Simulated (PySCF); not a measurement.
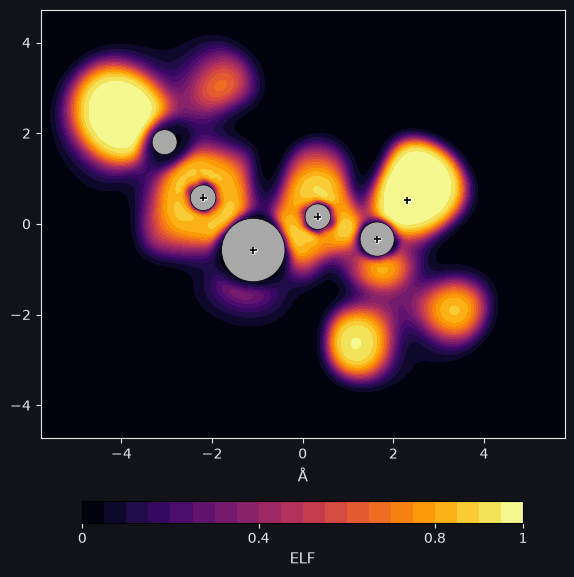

The electron localisation function on a plane through atoms (crosses mark nuclei in the plane; grey discs cover the cores).

All numbers below come from PySCF 2.14.0, CAM-B3LYP/def2-SVPD, SCF density, gas phase.

Candidates:
A. C2H4Al2Cl2 (SMILES C#[C][AlH-]1[Cl+][AlH2-][Cl+]1)
B. C2H9FO2Si2

Which candidate gave the map?

Answer. Candidate B: C2H9FO2Si2 on the plane of atoms O3, Si4 and O6, which holds C, O, Si and H. C–O (1.40 Å): the ELF peaks at about 0.90 between the atoms; a shared but strongly polarised pair. Si–O (1.60 Å): the ELF peaks at about 0.85 between the atoms, as expected for a polar covalent bond.
